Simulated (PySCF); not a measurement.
```xyz
9

Cs    0.0000    0.0000    2.5194
Cs    0.0000    0.0000   -2.5194
O     0.0000    0.0000    0.0000
O     0.0000    0.0000    5.7624
H     0.7643    0.0000    6.3731
H    -0.7643    0.0000    6.3731
O     0.0000    0.0000   -5.7624
H     0.7643    0.0000   -6.3731
H    -0.7643    0.0000   -6.3731
```

Core potentials replace the inner electrons of Cs.

Method: RKS PBE, Cs def2-SVP with ECP46, O def2-SVP, H def2-SVP; non-relativistic Hamiltonian with scalar-relativistic core potentials where named; density fitting (PySCF 2.14.0).

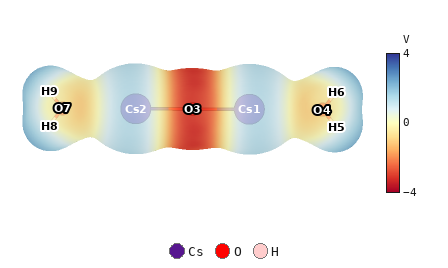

Cs2O···H2O···H2O. The molecular electrostatic potential painted on the density surface at 0.002 e/bohr³, seen at a tilt; red is negative and blue positive.

Which sites attract a positive test charge, and which a negative one?

A positive charge is drawn to the negative regions and a negative charge to the positive ones. The most negative region (about −3.2 V, or −74 kcal/mol for a unit charge) lies over O3, the most positive (about +2.1 V, or +48 kcal/mol for a unit charge) over H5, H6, H8 and H9. O3 is the likeliest acceptor of a hydrogen bond.

What dipole moment does the calculation give?

Its dipole moment is zero.
